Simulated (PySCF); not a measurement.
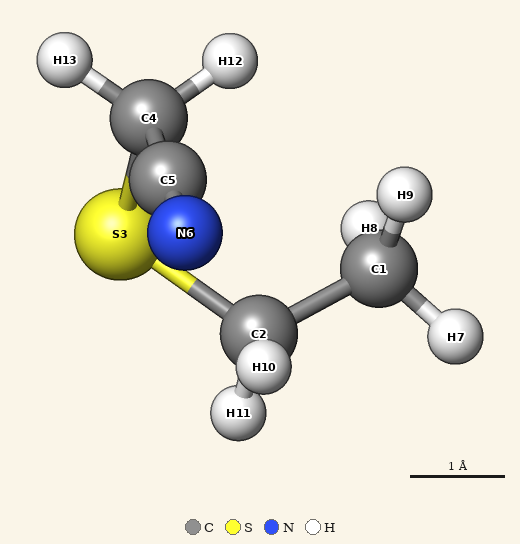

**Figure 1.** The structure as given in the input (ball-and-stick view, seen at a tilt; atoms are numbered from 1 in the order of the input).

# C₄H₇NS: a changed input and its effect

System: C₄H₇NS, SMILES CCSCC#N.
Method of run A: GIAO KT2/3-21G NMR shielding, non-relativistic, gas phase (PySCF 2.14.0).

The geometry comes from this level: GFN2-xTB. Text and figures count atoms from 1; the logs count them from 0 in places.

Input, run A:
```
{"job": {"kind": "nmr", "xc": "KT2", "basis": "3-21G", "pop": true}, "charge": 0, "multiplicity": 1}
C     -1.574101     0.185509     0.648879
C     -0.976456    -0.078934    -0.719875
S      0.297420    -1.385839    -0.709117
C      1.651284    -0.557841     0.222343
C      1.997112     0.684501    -0.399485
N      2.219816     1.680742    -0.914946
H     -2.420594     0.861915     0.550818
H     -1.920548    -0.742062     1.099991
H     -0.847951     0.649926     1.312954
H     -0.528601     0.817964    -1.148712
H     -1.731523    -0.462666    -1.405616
H      1.336519    -0.402735     1.255999
H      2.493233    -1.249993     0.189038
```

The first line tells a small driver script what to run in PySCF; the rest is the geometry in Å.

Command:
```bash
OMP_NUM_THREADS=1 python <driver script> task.json out
```

Hardware: 1 CPU thread, shared host.

Output (run A):
```
coarse grid: 11376 points
cycle   1  E = -613.1356111260  dE =  2.200e-01  |g| = 4.735e-01  |ddm| = 3.756e+00
cycle   2  E = -612.8550073159  dE =  2.806e-01  |g| = 1.167e+00  |ddm| = 1.869e+00
cycle   3  E = -613.1837146268  dE = -3.287e-01  |g| = 2.146e-01  |ddm| = 1.376e+00
cycle   4  E = -613.1948606739  dE = -1.115e-02  |g| = 3.229e-02  |ddm| = 2.343e-01
cycle   5  E = -613.1950943054  dE = -2.336e-04  |g| = 1.302e-02  |ddm| = 6.431e-02
cycle   6  E = -613.1951406281  dE = -4.632e-05  |g| = 3.408e-03  |ddm| = 2.288e-02
cycle   7  E = -613.1951436846  dE = -3.057e-06  |g| = 7.572e-04  |ddm| = 4.953e-03
final grid: 105176 points
cycle   8  E = -613.1459838594  dE = -9.584e-05  |g| = 7.947e-03  |ddm| = 3.381e-02
cycle   9  E = -613.1458819739  dE =  1.019e-04  |g| = 2.257e-02  |ddm| = 2.713e-02
cycle  10  E = -613.1459965120  dE = -1.145e-04  |g| = 2.921e-03  |ddm| = 2.063e-02
cycle  11  E = -613.1459987012  dE = -2.189e-06  |g| = 3.090e-04  |ddm| = 3.653e-03
cycle  12  E = -613.1459987277  dE = -2.645e-08  |g| = 7.501e-05  |ddm| = 5.793e-04
cycle  13  E = -613.1459987294  dE = -1.670e-09  |g| = 1.315e-05  |ddm| = 1.251e-04
cycle  14  E = -613.1459987294  dE = -4.286e-11  |g| = 2.822e-06  |ddm| = 1.857e-05
converged SCF energy = -613.1459987294

GIAO shielding tensors (ppm)
atom      isotropic    diamagn.    paramagn.     s11        s22        s33       span
  0 C      191.598     247.238     -55.640    170.472    195.211    209.111     38.638
  1 C      179.273     248.637     -69.363    162.693    178.092    197.035     34.342
  2 S      565.933    1048.623    -482.690    491.773    546.402    659.624    167.851
  3 C      190.265     249.524     -59.258    170.934    192.082    207.781     36.848
  4 C      113.810     252.922    -139.112     21.046     30.482    289.903    268.857
  5 N       34.843     344.968    -310.125   -104.871    -85.618    295.017    399.889
  6 H       31.384      30.757       0.627     26.154     28.589     39.409     13.255
  7 H       31.957      30.057       1.900     27.733     29.890     38.247     10.514
  8 H       31.525      29.344       2.181     26.266     31.766     36.543     10.277
  9 H       29.720      30.704      -0.984     24.658     29.334     35.168     10.510
 10 H       30.540      32.072      -1.532     24.260     29.175     38.185     13.925
 11 H       29.303      28.132       1.171     23.735     28.492     35.683     11.948
 12 H       30.039      30.009       0.030     23.729     28.387     38.000     14.270
```

For run B the input was changed thus:
```diff
-"xc": "KT2"
-"basis": "3-21G"
-"pop": true
+"xc": "PBE0"
+"basis": "pcSseg-1"
```

How does run B compare with run A?

The total energies belong to different models, so their difference says nothing on which is more stable or more accurate. The HOMO goes from −5.66 to −7.05 eV. The LUMO goes from −0.80 to −0.18 eV. The dipole moment goes from 2.69 to 3.06 D. Of all shieldings, the largest change is that of S3, by −105.7 ppm. The functional changes from KT2 to PBE0. The number of SCF iterations is the same. The basis functions go from 72 to 144.

Output (run B):
```
coarse grid: 11376 points
cycle   1  E = -609.0305376258  dE =  6.025e-01  |g| = 4.561e-01  |ddm| = 3.235e+00
cycle   2  E = -608.8857652736  dE =  1.448e-01  |g| = 9.358e-01  |ddm| = 1.153e+00
cycle   3  E = -609.0814037161  dE = -1.956e-01  |g| = 1.135e-01  |ddm| = 7.380e-01
cycle   4  E = -609.0842294878  dE = -2.826e-03  |g| = 3.565e-02  |ddm| = 1.047e-01
cycle   5  E = -609.0845052309  dE = -2.757e-04  |g| = 8.888e-03  |ddm| = 3.456e-02
cycle   6  E = -609.0845254271  dE = -2.020e-05  |g| = 2.478e-03  |ddm| = 1.267e-02
cycle   7  E = -609.0845267269  dE = -1.300e-06  |g| = 6.860e-04  |ddm| = 2.483e-03
final grid: 105176 points
cycle   8  E = -609.1222683765  dE = -2.376e-05  |g| = 8.254e-03  |ddm| = 2.429e-02
cycle   9  E = -609.1222591203  dE =  9.256e-06  |g| = 1.022e-02  |ddm| = 1.549e-02
cycle  10  E = -609.1222852494  dE = -2.613e-05  |g| = 5.613e-04  |ddm| = 9.418e-03
cycle  11  E = -609.1222853276  dE = -7.828e-08  |g| = 1.858e-04  |ddm| = 8.044e-04
cycle  12  E = -609.1222853324  dE = -4.751e-09  |g| = 1.138e-04  |ddm| = 1.783e-04
cycle  13  E = -609.1222853348  dE = -2.460e-09  |g| = 4.167e-05  |ddm| = 9.366e-05
cycle  14  E = -609.1222853352  dE = -3.849e-10  |g| = 6.418e-06  |ddm| = 3.669e-05
converged SCF energy = -609.1222853352

GIAO shielding tensors (ppm)
atom      isotropic    diamagn.    paramagn.     s11        s22        s33       span
  0 C      170.818     248.689     -77.871    147.336    176.763    188.355     41.020
  1 C      155.722     251.140     -95.418    140.411    153.541    173.214     32.803
  2 S      460.202    1056.347    -596.144    381.274    393.141    606.193    224.919
  3 C      169.895     251.614     -81.719    151.604    172.957    185.124     33.520
  4 C       67.491     262.046    -194.554    -51.053    -40.592    294.118    345.171
  5 N      -37.539     339.479    -377.019   -209.573   -190.252    287.208    496.782
  6 H       30.210      29.296       0.914     25.276     27.148     38.206     12.931
  7 H       30.622      29.911       0.711     26.365     28.631     36.871     10.506
  8 H       30.325      31.668      -1.342     25.350     30.363     35.263      9.913
  9 H       28.476      32.623      -4.147     23.750     28.012     33.666      9.916
 10 H       29.272      30.651      -1.379     23.164     27.829     36.823     13.660
 11 H       28.215      30.218      -2.003     22.891     27.271     34.483     11.592
 12 H       28.846      27.386       1.459     23.020     26.799     36.718     13.697
```

The two runs side by side:

| quantity | run A | run B |
| --- | --- | --- |
| outcome | converged | converged |
| total energy (hartree) | −613.145999 | −609.122285 |
| HOMO (eV) | −5.66 | −7.05 |
| LUMO (eV) | −0.80 | −0.18 |
| dipole moment (D) | 2.69 | 3.06 |
| shielding of C1 (ppm) | 191.6 | 170.8 |
| shielding of C2 (ppm) | 179.3 | 155.7 |
| shielding of S3 (ppm) | 565.9 | 460.2 |
| shielding of C4 (ppm) | 190.3 | 169.9 |
| shielding of C5 (ppm) | 113.8 | 67.5 |
| shielding of N6 (ppm) | 34.8 | −37.5 |
| shielding of H8 (ppm) | 32.0 | 30.6 |
| SCF iterations | 14 | 14 |
| basis functions | 72 | 144 |
| wall time (shared host) | 8 s | 17 s |
